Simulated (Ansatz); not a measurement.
```xyz
10

C    -1.0902   -1.5834    0.3394
C     0.1934   -1.2653    0.3745
O     0.7405   -0.1497   -0.1400
Al    0.3167    1.5003   -0.0908
O     1.1841    2.5370   -1.1027
H    -1.4299   -2.5076    0.7721
H    -1.8254   -0.9443   -0.1236
H     0.9234   -1.9261    0.8200
H    -0.7956    2.0648    0.8453
H     1.8660    2.2233   -1.6912
```

Method: RKS BHLYP-D4/6-31G* (Ansatz).

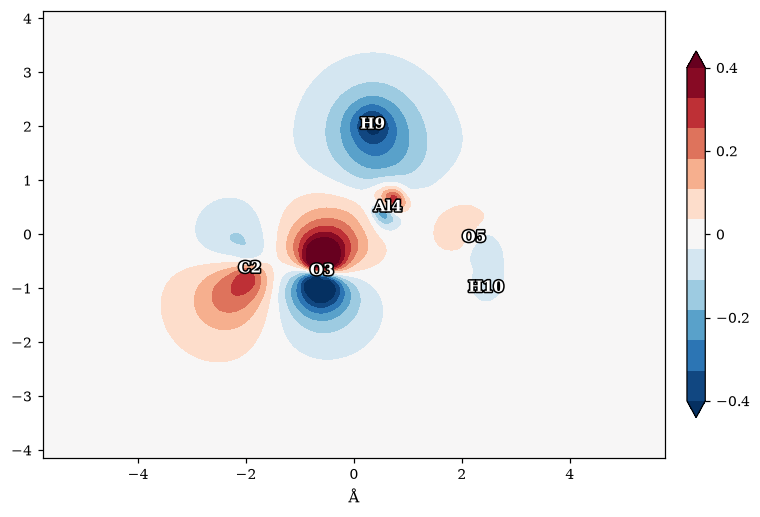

C2H5AlO2 (SMILES C=C[O][AlH][OH]). The HOMO−1 on the plane of atoms O5, Al4 and H9 (values in Å⁻³ᐟ²; the overall sign is arbitrary).

Where does this orbital lie, and at what energy?

Its weight (Hirshfeld) is mainly on O3 (about 45 %), Al4 (about 10 %), H9 (about 10 %), C2 (about 10 %), O5 (about 10 %) and H8 (about 5 %). Its energy is −10.16 eV.
